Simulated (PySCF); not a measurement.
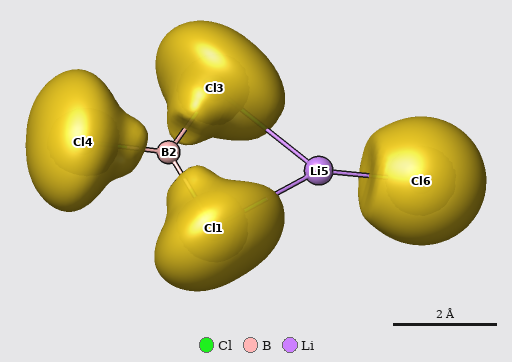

Figure 1: BCl4Li. Isosurface of the ELF at 0.75 (yellow), seen at an oblique angle. Core shells and regions of very low density are left out.

Geometry: PBE0-D3(BJ)/def2-SVPD.

Computed with PySCF, wB97M-D3(BJ)/def2-SVPD, SCF density, gas phase.

```xyz
6

Cl    0.6500    1.2301   -0.9561
B     0.0501   -0.1269   -0.0140
Cl   -1.2815    0.1892    1.0881
Cl    0.7370   -1.6987   -0.1642
Li   -1.1683    2.6321    0.2459
Cl   -1.9961    4.5001    0.4692
```

What do the ELF domains correspond to?

Answer. The ELF exceeds this value in three regions on Cl in which the atom's valence shell and bonds are merged and one region wrapped around Cl (its valence shell).

Values along the shortest contacts:
B–Cl (1.72 Å): the ELF peaks at about 0.90 between the atoms (a polar covalent bond). Li–Cl (2.06 Å): the ELF peaks at about 0.90 in the valence shell of Cl, 0.8 Å from its nucleus, and falls to about 0.10 next to Li: a closed-shell, largely ionic contact.
